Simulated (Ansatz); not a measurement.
# CH3ClOSi: a spread of methods and bases

Aim: run CH3ClOSi under a spread of inputs, and see what each costs and gives.

Method: the settings change from run to run; program: Ansatz 0.2.0, Gaussian basis.

### 1 The geometry

The geometry comes from an earlier relaxation with PBE0-D4 in a triple-zeta def2 set; it is a stationary point, not always the lowest conformer.

7 atoms, charge 0, spin multiplicity 1.

Atoms are counted from 1 here; the program's logs count them from 0.

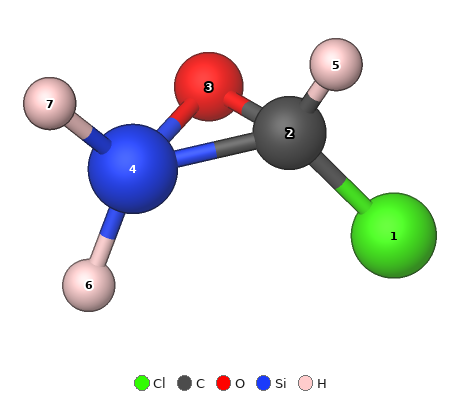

The geometry (chlorine green, carbon dark grey, oxygen red, silicon blue, hydrogen pink); atoms are numbered from 1 in the order of the file.

### 2 PBE0-DH/cc-pVTZ-DK

Options: charge +1, multiplicity 2, a point charge of 0.50 e beside it, relativity set to scalar.

in.yaml reads:

```yaml
crystal:
  periodic: [false, false, false]
  atoms:
    - {symbol: Cl, position_ang: [-0.691402, -1.708956, 1.371053]}
    - {symbol: C, position_ang: [0.382390, -0.677820, 0.425515]}
    - {symbol: O, position_ang: [0.137601, -0.707017, -0.985564]}
    - {symbol: Si, position_ang: [-0.216430, 0.820244, -0.396059]}
    - {symbol: H, position_ang: [1.412073, -0.894990, 0.692927]}
    - {symbol: H, position_ang: [-1.641975, 1.190886, -0.315511]}
    - {symbol: H, position_ang: [0.679041, 1.909653, -0.837958]}
basis:
  gaussian: {orbitals: cc-pVTZ-DK, point_charges: [{charge: 0.50, position_ang: [4.170, -0.056, -0.295]}]}
total_charge: 1
magnetization: {spin_polarized: true, initial_magnetization: 1}
hamiltonian: {xc: {name: PBE0-DH}, pseudopotentials: {relativity: scalar}}
```

Launch:

```
> ansatz run in.yaml --threads 2 --pin off --events-out ev --progress --plain --max-ram 4352MiB
```

Standard output:

```text
Functional definition: PBE0-DH
  name "PBE0-DH"
  cite "Brémond & Adamo, J. Chem. Phys. 135, 024106 (2011) doi:10.1063/1.3604569"
  cite "Perdew, Burke & Ernzerhof, Phys. Rev. Lett. 77, 3865 (1996) doi:10.1103/PhysRevLett.77.3865"
  parameter a = 1/2
  parameter c = 1/8
  exchange = (1 - a)*pbe_x + a*exact_x
  correlation = (1 - c)*pbe_c + c*(mp2_os + mp2_ss)
995 factors; integrals over basis functions are off by at most 1.1e-3 eV
mean field evaluation 1: about -23555.3704 eV, gradient 4.9e1 eV
mean field evaluation 2: about -23555.5726 eV, gradient 4.9e1 eV
mean field evaluation 4: about -23564.2601 eV, gradient 1.1e1 eV
mean field evaluation 8: about -23564.8708 eV, gradient 7.7e-1 eV
mean field evaluation 16: about -23564.9167 eV, gradient 1.8e-2 eV
mean field evaluation 32: about -23564.9167 eV, gradient 8.8e-6 eV
mean field -23564.91665923 eV, -865.9947143527 hartree, gradient 8.8e-6 eV, S^2 0.759173; 2 other end points of the search recorded, 0 dependent functions left out
12 core orbitals not correlated: weight in the atoms' cores, before any rotation towards them, 1.000 or more for the frozen orbitals, at most 0.000 for the correlated occupied ones
reference -23564.91667722 eV, -865.9947150137 hartree; 12, 11 occupied and 146, 147 virtual orbitals, 995 factors
second order -23.45209471 eV of doubles, -0.00000000 eV of singles
Total energy: -23567.84818906 eV, -866.1024460867 hartree
Relativity: scalar
```

Wall time 8 s (2 threads of AMD EPYC 7B13, shared host); peak memory 0.46 GiB.

⟨S²⟩ 0.759.

### 3 revPBE0/6-31G*

Set apart from the defaults: a point charge of 1.00 e beside it, D3(BJ) with three-body dispersion, high accuracy.

Changes to in.yaml since step 2:

```diff
@@ -11,5 +11,4 @@
 basis:
-  gaussian: {orbitals: cc-pVTZ-DK, point_charges: [{charge: 0.50, position_ang: [4.170, -0.056, -0.295]}]}
-total_charge: 1
-magnetization: {spin_polarized: true, initial_magnetization: 1}
-hamiltonian: {xc: {name: PBE0-DH}, pseudopotentials: {relativity: scalar}}
+  gaussian: {orbitals: "6-31G*", point_charges: [{charge: 1.00, position_ang: [5.831, 0.860, -0.789]}]}
+hamiltonian: {xc: {name: revPBE0}, dispersion: d3bjatm}
+accuracy: high
```

Launched as before.

Standard output, shortened:

```text
Functional definition: revPBE0
  name "revPBE0"
  cite "Zhang & Yang, Phys. Rev. Lett. 80, 890 (1998) doi:10.1103/PhysRevLett.80.890"
  cite "Adamo & Barone, J. Chem. Phys. 110, 6158 (1999) doi:10.1063/1.478522"
  cite "Perdew, Burke & Ernzerhof, Phys. Rev. Lett. 77, 3865 (1996) doi:10.1103/PhysRevLett.77.3865"
[...]
1616 factors; integrals over basis functions are off by at most 4.1e-9 eV
[...]
mean field -23526.26079415 eV, -864.5741375128 hartree, gradient 3.4e-8 eV, S^2 0.000000; 0 other end points of the search recorded, 0 dependent functions left out
reference -23526.26079710 eV, -864.5741376211 hartree; 24, 24 occupied and 50, 50 virtual orbitals, 1616 factors
Total energy: -23526.58695429 eV, -864.5861236769 hartree
```

Run time: 3 s. Hardware: 2 threads of AMD EPYC 7B13, shared host; peak memory 0.25 GiB.

### 4 B2PLYP/cc-pVTZ-DK

Options: charge +1, multiplicity 2, the search for lower states set to full.

Changes to in.yaml since step 3:

```diff
@@ -11,4 +11,7 @@
 basis:
-  gaussian: {orbitals: "6-31G*", point_charges: [{charge: 1.00, position_ang: [5.831, 0.860, -0.789]}]}
-hamiltonian: {xc: {name: revPBE0}, dispersion: d3bjatm}
-accuracy: high
+  gaussian: {orbitals: cc-pVTZ-DK}
+total_charge: 1
+magnetization: {spin_polarized: true, initial_magnetization: 1}
+hamiltonian: {xc: {name: B2PLYP}}
+scf: {lower_state_search: full}
+output: {forces: true}
```

Launched as before.

Standard output, shortened:

```text
Functional definition: B2PLYP
  name "B2PLYP"
  cite "Grimme, J. Chem. Phys. 124, 034108 (2006) doi:10.1063/1.2148954"
  cite "Becke, Phys. Rev. A 38, 3098 (1988) doi:10.1103/PhysRevA.38.3098"
  cite "Lee, Yang & Parr, Phys. Rev. B 37, 785 (1988) doi:10.1103/PhysRevB.37.785"
[...]
995 factors; integrals over basis functions are off by at most 1.1e-3 eV
[...]
mean field -23566.29881422 eV, -866.0455076114 hartree, gradient 5.4e-6 eV, S^2 0.759824; 5 other end points of the search recorded, 0 dependent functions left out
12 core orbitals not correlated: weight in the atoms' cores, before any rotation towards them, 1.000 or more for the frozen orbitals, at most 0.000 for the correlated occupied ones
reference -23566.29896874 eV, -866.0455132901 hartree; 12, 11 occupied and 146, 147 virtual orbitals, 995 factors
second order -23.11174248 eV of doubles, -0.00000000 eV of singles
[...]
Total energy: -23572.53913921 eV, -866.2748353251 hartree
Relativity: scalar
Atom 0 at    -0.691402    -1.708956     1.371053 Å, force     0.648676     1.111838    -0.465685 eV/Å
Atom 1 at     0.382390    -0.677820     0.425515 Å, force     0.240408    -4.859399     0.127095 eV/Å
Atom 2 at     0.137601    -0.707017    -0.985564 Å, force     0.069778     0.458435     1.654319 eV/Å
Atom 3 at    -0.216430     0.820244    -0.396059 Å, force    -1.493266     3.233798    -2.403391 eV/Å
Atom 4 at     1.412073    -0.894990     0.692927 Å, force     0.181022     0.606155     0.346257 eV/Å
Atom 5 at    -1.641975     1.190886    -0.315511 Å, force     0.210992    -0.257347     0.283021 eV/Å
Atom 6 at     0.679041     1.909653    -0.837958 Å, force     0.142390    -0.293482     0.458384 eV/Å
Dipole moment:     0.168394     0.599595     0.079299 e Å
```

Run time: 30 s. Hardware: 2 threads of AMD EPYC 7B13, shared host; peak memory 0.87 GiB.

Largest force 4.867 eV/Å, ⟨S²⟩ 0.760.

### 5 HSE06/aug-cc-pVDZ

Changes to in.yaml since step 4:

```diff
@@ -11,7 +11,3 @@
 basis:
-  gaussian: {orbitals: cc-pVTZ-DK}
-total_charge: 1
-magnetization: {spin_polarized: true, initial_magnetization: 1}
-hamiltonian: {xc: {name: B2PLYP}}
-scf: {lower_state_search: full}
-output: {forces: true}
+  gaussian: {orbitals: aug-cc-pVDZ}
+hamiltonian: {xc: {name: HSE06}}
```

Launched as before.

Standard output, shortened:

```text
Functional definition: HSE06
  name "HSE06"
  cite "Heyd, Scuseria & Ernzerhof, J. Chem. Phys. 118, 8207 (2003) doi:10.1063/1.1564060"
  cite "Krukau, Vydrov, Izmaylov & Scuseria, J. Chem. Phys. 125, 224106 (2006) doi:10.1063/1.2404663"
  cite "Heyd & Scuseria, J. Chem. Phys. 120, 7274 (2004) doi:10.1063/1.1668634"
  cite "Ernzerhof & Perdew, J. Chem. Phys. 109, 3313 (1998) doi:10.1063/1.476928"
  cite "Perdew, Burke & Ernzerhof, Phys. Rev. Lett. 77, 3865 (1996) doi:10.1103/PhysRevLett.77.3865"
  parent pbe
[...]
  # The whole range is PBE's own exchange, as in plane waves. The composition of these papers is wPBEh.
[...]
1309 factors; their error is unknown
177 factors; integrals over basis functions are off by at most 8.0e-7 eV
[...]
mean field -23521.38180368 eV, -864.3948379199 hartree, gradient 7.4e-5 eV, S^2 0.000000; 0 other end points of the search recorded, 0 dependent functions left out
reference -23521.38186703 eV, -864.3948402480 hartree; 24, 24 occupied and 103, 103 virtual orbitals, 1309 factors
Total energy: -23521.38186703 eV, -864.3948402480 hartree
```

Wall time 2.1 s (2 threads of AMD EPYC 7B13, shared host); peak memory 0.27 GiB.

### 6 RPBE/x2c-TZVPPall

Options: multiplicity 3, restricted open-shell orbitals.

Changes to in.yaml since step 5:

```diff
@@ -11,3 +11,5 @@
 basis:
-  gaussian: {orbitals: aug-cc-pVDZ}
-hamiltonian: {xc: {name: HSE06}}
+  gaussian: {orbitals: x2c-TZVPPall}
+magnetization: {spin_polarized: false, initial_magnetization: 2}
+hamiltonian: {xc: {name: RPBE}}
+output: {forces: true}
```

The command is unchanged.

Standard output, shortened:

```text
Functional definition: RPBE
  name "RPBE"
  cite "Hammer, Hansen & Nørskov, Phys. Rev. B 59, 7413 (1999) doi:10.1103/PhysRevB.59.7413"
  cite "Perdew, Burke & Ernzerhof, Phys. Rev. Lett. 77, 3865 (1996) doi:10.1103/PhysRevLett.77.3865"
[...]
1107 factors; their error is unknown
[...]
mean field -23585.32206424 eV, -866.7445991553 hartree, gradient 1.4e-5 eV, S^2 2.000000; 5 other end points of the search recorded, 0 dependent functions left out
[...]
reference -23585.32210410 eV, -866.7446006202 hartree; 25, 23 occupied and 163, 165 virtual orbitals, 1107 factors
Total energy: -23585.32210410 eV, -866.7446006202 hartree
Relativity: scalar
Atom 0 at    -0.691402    -1.708956     1.371053 Å, force    -0.384115    -0.301116     0.665013 eV/Å
Atom 1 at     0.382390    -0.677820     0.425515 Å, force     0.875255    -5.134026    -0.286385 eV/Å
Atom 2 at     0.137601    -0.707017    -0.985564 Å, force     0.605579    -0.757205     0.968715 eV/Å
Atom 3 at    -0.216430     0.820244    -0.396059 Å, force    -1.852234     6.090966    -1.509513 eV/Å
Atom 4 at     1.412073    -0.894990     0.692927 Å, force     0.669199     0.474551     0.422679 eV/Å
Atom 5 at    -1.641975     1.190886    -0.315511 Å, force    -0.136054    -0.232740     0.003365 eV/Å
Atom 6 at     0.679041     1.909653    -0.837958 Å, force     0.222370    -0.140429    -0.263875 eV/Å
Dipole moment:     0.210385    -0.289475     0.245230 e Å
```

It took 9.5 s on 2 threads of AMD EPYC 7B13, shared host; peak memory 0.38 GiB.

Largest force 6.543 eV/Å, dipole 2.08 D.

### 7 wB97X/def2-TZVPP

Set apart from the defaults: coordinates scaled by 0.96.

in.yaml reads:

```yaml
crystal:
  periodic: [false, false, false]
  atoms:
    - {symbol: Cl, position_ang: [-0.663746, -1.640597, 1.316211]}
    - {symbol: C, position_ang: [0.367094, -0.650707, 0.408494]}
    - {symbol: O, position_ang: [0.132097, -0.678736, -0.946142]}
    - {symbol: Si, position_ang: [-0.207773, 0.787435, -0.380217]}
    - {symbol: H, position_ang: [1.355590, -0.859191, 0.665210]}
    - {symbol: H, position_ang: [-1.576296, 1.143251, -0.302891]}
    - {symbol: H, position_ang: [0.651879, 1.833267, -0.804440]}
basis:
  gaussian: {orbitals: def2-TZVPP}
hamiltonian: {xc: {name: wB97X}}
output: {forces: true}
```

Same command.

Standard output, shortened:

```text
Functional definition: wB97X
  name "wB97X"
  cite "Chai & Head-Gordon, J. Chem. Phys. 128, 084106 (2008) doi:10.1063/1.2834918"
  cite "Becke, J. Chem. Phys. 107, 8554 (1997) doi:10.1063/1.475007"
[...]
  # The coefficients of nought are those of the uniform gas.
[...]
      + exact_x_lr(omega)
[...]
      + integral(e_c_pw_opposite_spin*poly(b97_u_opposite, 1, cos1, cos2, cos3, cos4))
1109 factors; their error is unknown
222 factors; integrals over basis functions are off by at most 1.6e-5 eV
[...]
mean field -23533.03770655 eV, -864.8231844500 hartree, gradient 8.2e-5 eV, S^2 0.000000; 0 other end points of the search recorded, 0 dependent functions left out
[...]
reference -23533.03767641 eV, -864.8231833423 hartree; 24, 24 occupied and 164, 164 virtual orbitals, 1109 factors
Total energy: -23533.03767641 eV, -864.8231833423 hartree
Atom 0 at    -0.663746    -1.640597     1.316211 Å, force    -1.243823    -1.234061     1.181307 eV/Å
Atom 1 at     0.367094    -0.650707     0.408494 Å, force     0.477121    -0.059636     1.463894 eV/Å
Atom 2 at     0.132097    -0.678736    -0.946142 Å, force     0.053667    -1.747803    -2.869546 eV/Å
Atom 3 at    -0.207773     0.787435    -0.380217 Å, force    -0.472093     2.042661     0.044812 eV/Å
Atom 4 at     1.355590    -0.859191     0.665210 Å, force     1.644150    -0.246300     0.417800 eV/Å
Atom 5 at    -1.576296     1.143251    -0.302891 Å, force    -1.152398     0.339617     0.091784 eV/Å
Atom 6 at     0.651879     1.833267    -0.804440 Å, force     0.693375     0.905522    -0.330051 eV/Å
Dipole moment:     0.117178     0.528402    -0.011893 e Å
```

It took 7 s on 2 threads of AMD EPYC 7B13, shared host; peak memory 0.54 GiB.

Largest force 3.360 eV/Å, dipole 2.60 D.

### 8 CAM-B3LYP/aug-cc-pVDZ

Options: D3(BJ) with three-body dispersion, high accuracy, the search for lower states set to full.

in.yaml reads:

```yaml
crystal:
  periodic: [false, false, false]
  atoms:
    - {symbol: Cl, position_ang: [-0.691402, -1.708956, 1.371053]}
    - {symbol: C, position_ang: [0.382390, -0.677820, 0.425515]}
    - {symbol: O, position_ang: [0.137601, -0.707017, -0.985564]}
    - {symbol: Si, position_ang: [-0.216430, 0.820244, -0.396059]}
    - {symbol: H, position_ang: [1.412073, -0.894990, 0.692927]}
    - {symbol: H, position_ang: [-1.641975, 1.190886, -0.315511]}
    - {symbol: H, position_ang: [0.679041, 1.909653, -0.837958]}
basis:
  gaussian: {orbitals: aug-cc-pVDZ}
hamiltonian: {xc: {name: CAM-B3LYP}, dispersion: d3bjatm}
accuracy: high
scf: {lower_state_search: full}
output: {forces: true}
```

Launched as before.

Standard output, shortened:

```text
Functional definition: CAM-B3LYP
  name "CAM-B3LYP"
  cite "Yanai, Tew & Handy, Chem. Phys. Lett. 393, 51 (2004) doi:10.1016/j.cplett.2004.06.011"
  cite "Iikura, Tsuneda, Yanai & Hirao, J. Chem. Phys. 115, 3540 (2001) doi:10.1063/1.1383587"
  cite "Becke, Phys. Rev. A 38, 3098 (1988) doi:10.1103/PhysRevA.38.3098"
  cite "Lee, Yang & Parr, Phys. Rev. B 37, 785 (1988) doi:10.1103/PhysRevB.37.785"
  cite "Vosko, Wilk & Nusair, Can. J. Phys. 58, 1200 (1980) doi:10.1139/p80-159"
[...]
  # Exact exchange under (alpha + beta erf(omega r))/r, Becke's under what is left of 1/r.
[...]
2561 factors; integrals over basis functions are off by at most 4.0e-9 eV
609 factors; integrals over basis functions are off by at most 2.1e-9 eV
[...]
mean field -23531.88898644 eV, -864.7809697646 hartree, gradient 5.6e-8 eV, S^2 0.000000; 0 other end points of the search recorded, 0 dependent functions left out
[...]
reference -23531.88901069 eV, -864.7809706556 hartree; 24, 24 occupied and 103, 103 virtual orbitals, 2561 factors
Total energy: -23532.01106371 eV, -864.7854560212 hartree
Atom 0 at    -0.691402    -1.708956     1.371053 Å, force    -0.265058    -0.264913     0.215078 eV/Å
Atom 1 at     0.382390    -0.677820     0.425515 Å, force     0.233361     0.055451     0.085703 eV/Å
Atom 2 at     0.137601    -0.707017    -0.985564 Å, force     0.190650    -1.063891    -0.578588 eV/Å
Atom 3 at    -0.216430     0.820244    -0.396059 Å, force    -0.322317     1.268255     0.230541 eV/Å
Atom 4 at     1.412073    -0.894990     0.692927 Å, force     0.178783    -0.036700     0.037103 eV/Å
Atom 5 at    -1.641975     1.190886    -0.315511 Å, force    -0.076772    -0.000564     0.017882 eV/Å
Atom 6 at     0.679041     1.909653    -0.837958 Å, force     0.061353     0.042361    -0.007721 eV/Å
Dipole moment:     0.128589     0.591415    -0.008243 e Å
```

Wall time 9.5 s (2 threads of AMD EPYC 7B13, shared host); peak memory 0.68 GiB.

Largest force 1.329 eV/Å, dipole 2.91 D.

### 9 wB97M-V/6-31G

Set apart from the defaults: high accuracy.

Changes to in.yaml since step 8:

```diff
@@ -11,6 +11,4 @@
 basis:
-  gaussian: {orbitals: aug-cc-pVDZ}
-hamiltonian: {xc: {name: CAM-B3LYP}, dispersion: d3bjatm}
+  gaussian: {orbitals: 6-31G}
+hamiltonian: {xc: {name: wB97M-V}}
 accuracy: high
-scf: {lower_state_search: full}
-output: {forces: true}
```

Launched as before.

Standard output, shortened:

```text
Functional definition: wB97M-V
  name "wB97M-V"
  cite "Mardirossian & Head-Gordon, J. Chem. Phys. 144, 214110 (2016) doi:10.1063/1.4952647"
  cite "Becke, J. Chem. Phys. 107, 8554 (1997) doi:10.1063/1.475007"
  cite "Vydrov & Van Voorhis, J. Chem. Phys. 133, 244103 (2010) doi:10.1063/1.3521275"
  # Of w^i u^j: cxij and so on, Table III.
[...]
  gx(w, u) = 1 - cx + cx01*u + cx10*w
  gss(w, u) = css00 + css04*u^4 + css10*w + css20*w^2 + css43*w^4*u^3
  gos(w, u) = cos00 + cos10*w + (cos20 + cos21*u)*w^2 + (cos60 + cos61*u)*w^6
[...]
      + integral(e_c_pw_mod_opposite_spin*gos(b97_w_opposite, b97_u_opposite)) + vv10(b, c)
1210 factors; integrals over basis functions are off by at most 3.8e-9 eV
323 factors; integrals over basis functions are off by at most 1.5e-9 eV
[...]
mean field -23525.88094557 eV, -864.5601783349 hartree, gradient 8.4e-8 eV, S^2 0.000000; 0 other end points of the search recorded, 0 dependent functions left out
reference -23525.88094973 eV, -864.5601784878 hartree; 24, 24 occupied and 26, 26 virtual orbitals, 1210 factors
Total energy: -23525.88094973 eV, -864.5601784878 hartree
```

Run time: 17 s. Hardware: 2 threads of AMD EPYC 7B13, shared host; peak memory 0.41 GiB.

### 10 wPBEh/ANO-RCC-VTZP

Options: atoms shaken by 0.15 Å, a point charge of 2.00 e beside it, the search for lower states set to off.

in.yaml reads:

```yaml
crystal:
  periodic: [false, false, false]
  atoms:
    - {symbol: Cl, position_ang: [-0.660077, -1.806617, 1.243177]}
    - {symbol: C, position_ang: [0.194230, -0.915174, 0.677559]}
    - {symbol: O, position_ang: [0.360014, -0.895175, -1.053712]}
    - {symbol: Si, position_ang: [-0.166140, 0.541967, -0.452554]}
    - {symbol: H, position_ang: [1.699592, -0.862644, 0.700515]}
    - {symbol: H, position_ang: [-1.575123, 1.157350, -0.306929]}
    - {symbol: H, position_ang: [0.632886, 1.914866, -0.981164]}
basis:
  gaussian: {orbitals: ANO-RCC-VTZP, point_charges: [{charge: 2.00, position_ang: [6.027, 0.908, -0.182]}]}
hamiltonian: {xc: {name: wPBEh}}
scf: {lower_state_search: off}
output: {forces: true}
```

Same command.

Standard output, shortened:

```text
Functional definition: wPBEh
  name "wPBEh"
  cite "Heyd, Scuseria & Ernzerhof, J. Chem. Phys. 118, 8207 (2003) doi:10.1063/1.1564060"
  cite "Krukau, Vydrov, Izmaylov & Scuseria, J. Chem. Phys. 125, 224106 (2006) doi:10.1063/1.2404663"
  cite "Heyd & Scuseria, J. Chem. Phys. 120, 7274 (2004) doi:10.1063/1.1668634"
  cite "Ernzerhof & Perdew, J. Chem. Phys. 109, 3313 (1998) doi:10.1063/1.476928"
  cite "Perdew, Burke & Ernzerhof, Phys. Rev. Lett. 77, 3865 (1996) doi:10.1103/PhysRevLett.77.3865"
  parent pbe
[...]
1333 factors; their error is unknown
91 factors; integrals over basis functions are off by at most 1.7e-6 eV
[...]
mean field -23576.98148454 eV, -866.4380885050 hartree, gradient 7.2e-6 eV, S^2 0.000000; 0 other end points of the search recorded, 0 dependent functions left out
[...]
reference -23576.98155015 eV, -866.4380909161 hartree; 24, 24 occupied and 146, 146 virtual orbitals, 1333 factors
Total energy: -23576.98155015 eV, -866.4380909161 hartree
Relativity: scalar
Atom 0 at    -0.660077    -1.806617     1.243177 Å, force   -12.514494   -14.117147     8.876798 eV/Å
Atom 1 at     0.194230    -0.915174     0.677559 Å, force    17.114787    15.589131   -10.519498 eV/Å
Atom 2 at     0.360014    -0.895175    -1.053712 Å, force    -0.930365     0.222131     0.546297 eV/Å
Atom 3 at    -0.166140     0.541967    -0.452554 Å, force    -0.030868     1.832074    -0.341628 eV/Å
Atom 4 at     1.699592    -0.862644     0.700515 Å, force    -3.715121    -0.705684     0.850569 eV/Å
Atom 5 at    -1.575123     1.157350    -0.306929 Å, force     0.657940    -0.896263    -0.302819 eV/Å
Atom 6 at     0.632886     1.914866    -0.981164 Å, force    -0.422658    -1.860837     0.920836 eV/Å
Dipole moment:    -0.709463    -0.032337     0.442014 e Å
Checks for a lower state left out: stability, starts, cluster_reference, orbital_swaps, neighbouring_geometries, increment
```

It took 7 s on 2 threads of AMD EPYC 7B13, shared host; peak memory 0.54 GiB.

Largest force 25.428 eV/Å, dipole 4.02 D.

### 11 All runs side by side

```
                level  charge  multiplicity               geometry  functions  energy (eV)   time
   PBE0-DH/cc-pVTZ-DK       1             2  relaxed, point charge        170   -23567.848    8 s
       revPBE0/6-31G*       0             1  relaxed, point charge         74   -23526.587    3 s
    B2PLYP/cc-pVTZ-DK       1             2                relaxed        170   -23572.539   30 s
    HSE06/aug-cc-pVDZ       0             1                relaxed        127   -23521.382  2.1 s
    RPBE/x2c-TZVPPall       0             3                relaxed        188   -23585.322  9.5 s
     wB97X/def2-TZVPP       0             1                 scaled        188   -23533.038    7 s
CAM-B3LYP/aug-cc-pVDZ       0             1                relaxed        127   -23532.011  9.5 s
        wB97M-V/6-31G       0             1                relaxed         50   -23525.881   17 s
   wPBEh/ANO-RCC-VTZP       0             1   shaken, point charge        170   -23576.982    7 s
```

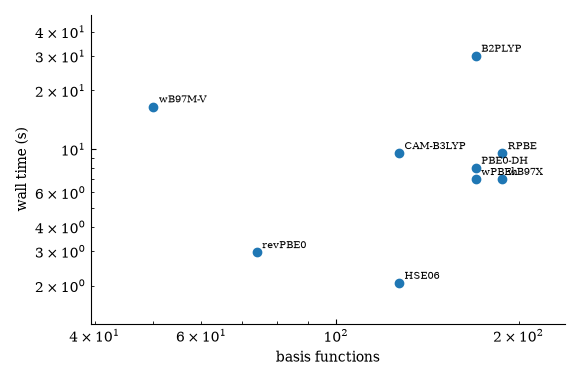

Wall time against the number of basis functions (shared host).

### 12 What came out

```
                                         quantity                     value
                                             runs                         9
                                         quickest  HSE06/aug-cc-pVDZ, 2.1 s
                                          slowest   B2PLYP/cc-pVTZ-DK, 30 s
spread of total energies, same state and geometry                   10.6 eV
```

In words: B2PLYP/cc-pVTZ-DK took 15 times as long as HSE06/aug-cc-pVDZ. The jobs differ in tasks and options as well as level. The totals spread over 11 eV; they can't be compared across methods or bases. At the PBE0-D4/def2-TZVP geometry and in the same state, runs without warnings or point charges leave forces up to 1.33 eV/Å (CAM-B3LYP/aug-cc-pVDZ), against 3.4 eV/Å where the atoms were moved.
